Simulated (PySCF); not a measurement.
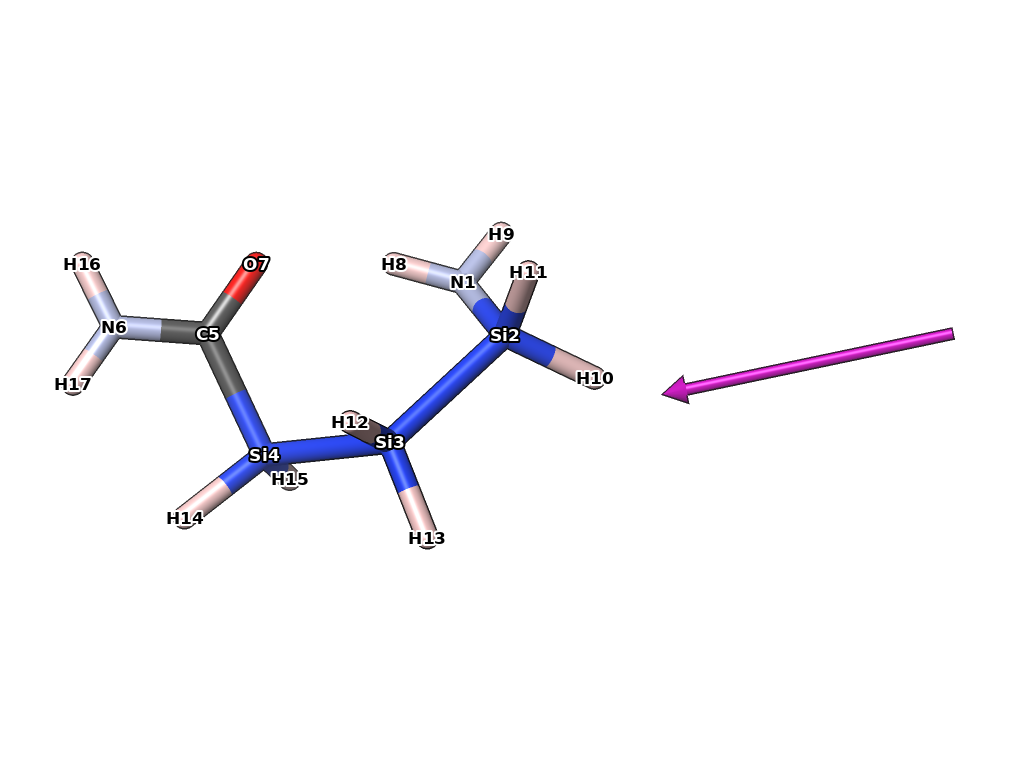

The arrow beside the molecule shows the direction of the dipole moment, from the negative to the positive end (its length means nothing). Computed geometry: GFN2-xTB optimisation. No frequency run is at hand to confirm it as a minimum. Method: PBE0/pcSseg-1, gas phase (PySCF 2.14.0).

**Estimate the dipole moment.**

3.16 D; it points from the side of H10 to the side of H17 (the outermost atoms at the two ends).

The geometry is semi-empirical. Around Si such bond lengths and angles can be off by a tenth of an ångström or more and by several degrees, and values that hang on the shape move with them.
